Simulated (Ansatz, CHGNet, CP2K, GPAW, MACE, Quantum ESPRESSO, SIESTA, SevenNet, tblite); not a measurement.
**Random wurtzite alloy of AlN and GaN (72 atoms) in tblite**

How near does tblite come to plane waves for random wurtzite alloy of AlN and GaN (72 atoms)?

Program: tblite 0.8.0. Level of theory: the method is named at each step. Results are calculated unless marked as measured.

### Step 1. The starting structure

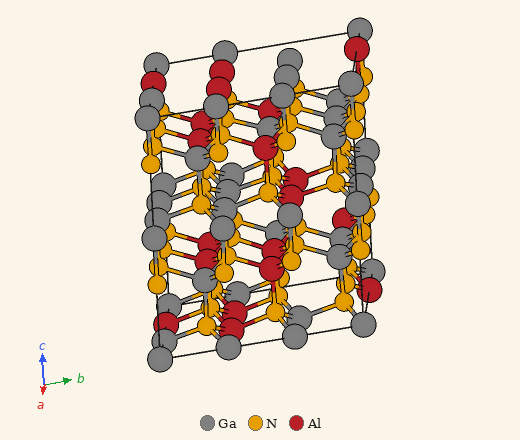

The starting structure, seen slightly off an axis (gallium grey, nitrogen orange, aluminium red). Bonds to atoms that aren't drawn are left out. Some periodic images of atoms are drawn too.

The cell holds 72 atoms: 22 Ga, 36 N and 14 Al. Cell: a = 9.477 Å, b = 9.477 Å, c = 10.212 Å, α = 90.0°, β = 90.0°, γ = 120.0°. It derives from AlN (wurtzite), repeated 3×3×2. Wurtzite AlN, 3 x 3 x 2 conventional cells, 22 of 36 Al sites given to Ga at random (x = 0.611), lattice by Vegard's rule (a = 3.159 Å, c = 5.106 Å); not relaxed, displaced by a Gaussian of 0.02 Å. Then every atom was moved at random, 0.02 Å r.m.s. a Cartesian component.

The yardstick, on the same geometry:

* method: Kohn-Sham DFT, PBE, SSSP efficiency 1.3.0 pseudopotentials, plane waves (Quantum ESPRESSO 7.5); sssp-pbe-1.3.0-efficiency, cutoffs 60/480 Ry, Γ point
* r.m.s. force component: 0.7577 eV/Å
* longest force: 3.164 eV/Å
* pressure: 5.721 GPa
* gap (highest filled to lowest empty level): 2.662 eV
* time: 8 min on 2 MPI ranks of Arm Neoverse V1, shared host
* CPU time: 16 min

### Step 2. GFN1-xTB

Method: GFN1-xTB tight binding, diagonalisation.

run.py reads:

```python
import numpy as np
from ase.io import read
from tblite.ase import TBLite

atoms = read("structure.xyz")
atoms.calc = TBLite(method="GFN1-xTB", electronic_temperature=580, accuracy=1.0, max_iterations=250, mixer_damping=0.4, verbosity=1)
energy = atoms.get_potential_energy()
forces = atoms.get_forces()
print(f"energy {energy:.6f} eV")
print("forces (eV/A)")
for i, (a, f) in enumerate(zip(atoms, forces)):
    print(f"{i:4d} {a.symbol:2s} {f[0]:10.5f} {f[1]:10.5f} {f[2]:10.5f}")
stress = -atoms.get_stress(voigt=False) * 160.21766
print("stress (GPa, compression positive)")
for row in stress:
    print(" ".join(f"{x:10.4f}" for x in row))
print("charges (e)")
print(np.array2string(atoms.get_charges(), precision=4, suppress_small=True, max_line_width=110, threshold=100000))
```

structure.xyz reads:

```xyz
72
Lattice="9.47730 0.00000 0.00000 -4.73865 8.20758 0.00000 0.00000 0.00000 10.21220" Properties=species:S:1:pos:R:3 pbc="T T T"
Ga 4.72420 8.20405 0.00725
N -0.02701 1.85984 0.65552
Al -0.03161 1.83037 2.54182
N 9.40944 0.03874 3.15424
Ga 0.01360 0.02487 5.13061
N -0.01322 1.81133 5.73129
Al -0.03170 1.80542 7.67937
N 0.02369 0.03825 8.27770
Ga 7.87208 2.76210 0.02308
N -1.66341 4.54183 0.62335
Ga -1.59039 4.55192 2.54386
N 7.87322 2.73452 3.17089
Ga -1.57167 2.77490 5.06178
N -1.55049 4.57589 5.77183
Al -1.64275 4.52558 7.68172
N -1.58953 2.76136 8.27198
Ga 6.26331 5.43022 10.19402
N -3.16641 7.27577 0.61069
Al -3.15002 7.26198 2.59666
N 6.27122 5.45427 3.17824
Ga 6.25857 5.48669 5.11703
N -3.13609 7.29219 5.70750
Ga -3.11874 7.27380 7.64720
N -3.17082 5.49777 8.26218
Al -1.55541 8.20577 10.19688
N 3.20143 1.85442 0.63489
Al 3.12969 1.83472 2.57123
N -1.60394 8.20676 3.16588
Ga -1.57655 8.18329 5.13316
N 3.17641 1.75199 5.73568
Al 3.16243 1.80197 7.68080
N 3.16888 0.01814 8.29241
Al 1.61237 2.76563 10.19382
N 1.57513 4.59575 0.62397
Al 1.62152 4.52968 2.54529
N 1.58427 2.77096 3.20122
Ga 1.61090 2.73994 5.11866
N 1.62441 4.60938 5.70331
Ga 1.60763 4.60544 7.70572
N 1.61351 2.76875 8.22868
Ga -0.04497 5.49506 10.17156
N -0.00393 7.32026 0.66390
Ga -0.01147 7.28012 2.52711
N 0.00948 5.43522 3.16272
Al -0.01170 5.48455 5.12704
N -0.04781 7.33503 5.73241
Ga 0.02047 7.29457 7.67549
N 0.04383 5.51623 8.25626
Ga 6.37789 0.05425 0.02716
N 6.35396 1.82487 0.59772
Ga 6.31477 1.85007 2.53467
N 1.59678 8.17828 3.18825
Ga 6.29127 0.02077 5.13572
N 6.28952 1.86755 5.72853
Ga 6.32529 1.81609 7.69877
N 1.61531 8.20134 8.29588
[... 12 atom lines left out ...]
Al 3.18864 5.41881 5.14879
N 3.16442 7.28628 5.67941
Ga 3.12519 7.30319 7.64210
N 3.09292 5.46395 8.29118
```

On the command line:

```
> OMP_NUM_THREADS=1 python run.py > output.txt
```

The program printed:

```text
------------------------------------------------------------
  cycle        total energy    energy error   density error
------------------------------------------------------------
      1     -135.6942560286  -1.3586446E+02   9.9965761E-01
      2     -119.8705838788   1.5823672E+01   1.0463170E+00
      3     -154.7275734720  -3.4856990E+01   4.8652749E-01
      4     -158.8491721119  -4.1215986E+00   2.7285642E-01
      5     -160.2736442407  -1.4244721E+00   1.6040065E-01
      6     -162.0200150742  -1.7463708E+00   5.7313040E-02
      7     -162.2034868418  -1.8347177E-01   2.9988402E-02
      8     -162.2299521583  -2.6465317E-02   1.6729013E-02
      9     -162.2364605697  -6.5084114E-03   7.9975888E-03
     10     -162.2379170384  -1.4564688E-03   3.4198940E-03
     11     -162.2378904349   2.6603561E-05   2.8198127E-03
     12     -162.2384539573  -5.6352241E-04   6.6851951E-04
     13     -162.2384611641  -7.2068124E-06   4.3110726E-04
     14     -162.2384642909  -3.1268177E-06   2.7842580E-04
     15     -162.2384655949  -1.3039730E-06   1.2482103E-04
     16     -162.2384659521  -3.5724364E-07   4.2599122E-05
     17     -162.2384659940  -4.1915115E-08   1.8157288E-05
------------------------------------------------------------
 total:                                   7.032 sec
energy -4414.733526 eV
forces (eV/A)
   0 Ga    1.06833    0.83825   -0.25612
   1 N     0.82375    0.23668   -0.14225
   2 Al    0.55602    0.23797    0.18168
   3 N     1.22776   -0.06830    0.34335
   4 Ga   -0.21225   -0.29879   -1.08539
   5 N     0.02062    0.55322    0.93044
   6 Al    0.51999    0.81038   -0.34034
   7 N    -0.30156   -0.37354   -0.08890
   8 Ga    0.81833   -0.40737   -0.92127
   9 N     0.75077    0.60237    0.04200
  10 Ga   -0.07837    0.45820    0.34985
  11 N     0.63493   -0.23654   -0.24941
  12 Ga    0.03860   -0.04015    0.52824
  13 N    -0.18705    0.37799    0.29374
  14 Al    0.65580    0.69177   -0.39434
  15 N     0.58963   -0.21456    0.34922
  16 Ga    0.17652    0.95392   -0.43617
  17 N     0.72412    0.22793    0.76841
  18 Al   -0.58687    0.45864   -0.64692
  19 N     0.02701    0.11971    0.00202
  20 Ga    0.99660   -0.51917   -0.56147
  21 N    -0.51650    0.09017    0.52138
  22 Ga   -0.24811    0.70041    0.04176
  23 N    -0.32904   -1.16327    0.01852
[...]
64 Ga   -0.52526    0.03507   -0.12980
  65 N    -0.34103   -0.98240    0.02615
  66 Ga    0.31657   -0.15114    0.22282
  67 N    -0.00877   -0.76435    1.01698
  68 Al    0.02839    0.67657   -1.24376
  69 N    -0.17695   -0.50768    0.63437
  70 Ga    1.13510   -0.28049   -0.57868
  71 N     2.32880    0.74847    0.41718
stress (GPa, compression positive)
   19.3028     0.1752    -0.0638
    0.1752    19.5875    -0.3966
   -0.0638    -0.3966    21.8809
charges (e)
[ 0.4134 -0.4142  0.4146 -0.4222  0.4055 -0.4015  0.3952 -0.4107  0.4128 -0.395   0.4137 -0.4055  0.4039
 -0.4105  0.3974 -0.4076  0.4132 -0.4211  0.4044 -0.4191  0.4119 -0.3938  0.4135 -0.4129  0.405  -0.4097
  0.4273 -0.4181  0.4182 -0.4116  0.4203 -0.4082  0.41   -0.4166  0.4249 -0.4101  0.4193 -0.4099  0.4297
 -0.4162  0.3965 -0.4062  0.4107 -0.4158  0.3948 -0.4037  0.4044 -0.4071  0.4045 -0.4092  0.4089 -0.4106
  0.3972 -0.4076  0.4062 -0.4007  0.4085 -0.4043  0.4269 -0.4162  0.4112 -0.3999  0.3963 -0.4142  0.4107
 -0.4036  0.427  -0.4232  0.4081 -0.4073  0.3864 -0.4082]
```

Run time: 7.7 s. Hardware: 1 thread of Arm Neoverse V1, shared host; peak memory 0.12 GiB.

Banners, paths, timers and routine set-up lines are dropped from the logs unmarked, and long logs keep their key lines alone; longer cuts are marked.

Against the reference:

| Item | Value |
| --- | --- |
| r.m.s. force component | 0.5789 eV/Å |
| r.m.s. difference of force components | 313.4 meV/Å |
| longest difference of force vectors | 918.3 meV/Å |
| force difference over r.m.s. force | 41.36 % |
| slope of forces against the reference's | 0.7063 |
| correlation of force components | 0.9245 |
| pressure | 20.26 GPa |
| pressure difference | 14.54 GPa |

Length of the force difference by element (eV/Å):

```
element  atoms  mean  most
     Al     14  0.44  0.72
     Ga     22  0.42  0.76
      N     36  0.57  0.92
```

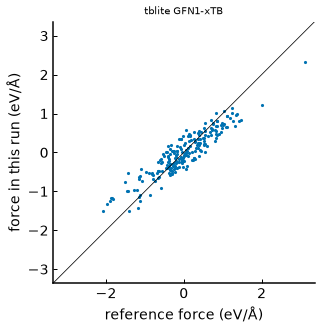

Force components against those of the reference; the line marks equality.

A closer look about N14, picked at random: 9 atoms, nearest first, numbered in the order of the input, with positions taken from that point.

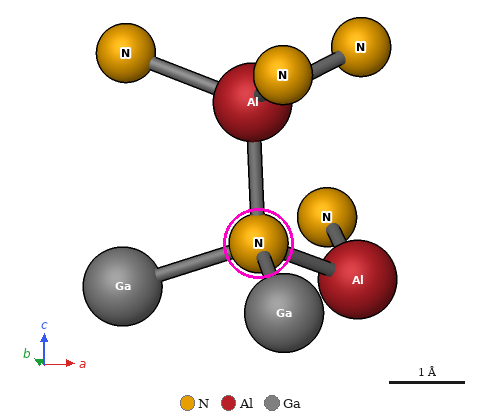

The atoms of the table, within 3.1 Å (arrows a, b, c point along x, y, z); some may hide others; the central atom is ringed.

| atom | x | y | z | distance (Å) | bonds | Mulliken charge (e) | Fx | Fy | Fz (eV/Å) |
| --- | --- | --- | --- | --- | --- | --- | --- | --- | --- |
| N14 | 0.00 | 0.00 | 0.00 | 0.00 | 4 | -0.41 | -0.19 | 0.38 | 0.29 |
| Al45 | 1.54 | 0.91 | -0.64 | 1.90 | 4 | 0.39 | 0.34 | 0.00 | -0.52 |
| Al15 | -0.09 | -0.05 | 1.91 | 1.91 | 4 | 0.40 | 0.66 | 0.69 | -0.39 |
| Ga13 | -0.02 | -1.80 | -0.71 | 1.94 | 4 | 0.40 | 0.04 | -0.04 | 0.53 |
| Ga21 | -1.67 | 0.91 | -0.65 | 2.01 | 4 | 0.41 | 1.00 | -0.52 | -0.56 |
| N16 | -0.04 | -1.81 | 2.50 | 3.09 | 4 | -0.41 | 0.59 | -0.21 | 0.35 |
| N48 | 1.59 | 0.94 | 2.48 | 3.10 | 4 | -0.41 | -1.52 | -0.95 | 0.08 |
| N24 | -1.62 | 0.92 | 2.49 | 3.11 | 4 | -0.41 | -0.33 | -1.16 | 0.02 |
| N46 | 1.50 | 2.76 | -0.04 | 3.14 | 4 | -0.40 | 1.01 | -1.20 | 0.48 |

Atoms are counted from 1 here, from 0 in the log.

Forces lie 41 % from the reference's, at 0.0081 times its CPU time (on 1 against 2 cores).

### Step 3. Summary of results

```
force difference from the reference : tblite GFN1-xTB, 41 %
its CPU time                        : 7.7 s
```

Tight binding differs by 41 % (tblite GFN1-xTB); it is another model, with fitted parameters of its own, and the xTB methods hold dispersion. One electronic-structure run takes under half the reference's CPU time: tblite GFN1-xTB, at 41 % in 7.7 s against 16 min; its pressure misses by +14.5 GPa. Periodic xTB results under one method name differ between programs and library versions. The reference's pressure holds the uncorrected Pulay stress of its 60 Ry basis, so small pressure differences, and their order, may be the reference's own error. The host structure and its lattice constant were typed by rule, without a check against the phase diagram. The reference's pressure of 5.7 GPa belongs to a cell and atoms that aren't relaxed at this level. The electronic-structure runs sample only Γ, in a cell whose shortest periodic width is 8 Å.

[Also dropped from logs without a mark: logging warnings of Python, and SIESTA's first energy breakdown and zero terms.]

[Logs are printed without paths, hosts, clocks, repeated set-up lines and the standing remarks that a program may print on its own settings, such as how far it seeks lower states.]

[Hosts, paths, dates, database ids (printed as entryN), source tags and the programs' standing remarks are cut or masked in the printed files.]
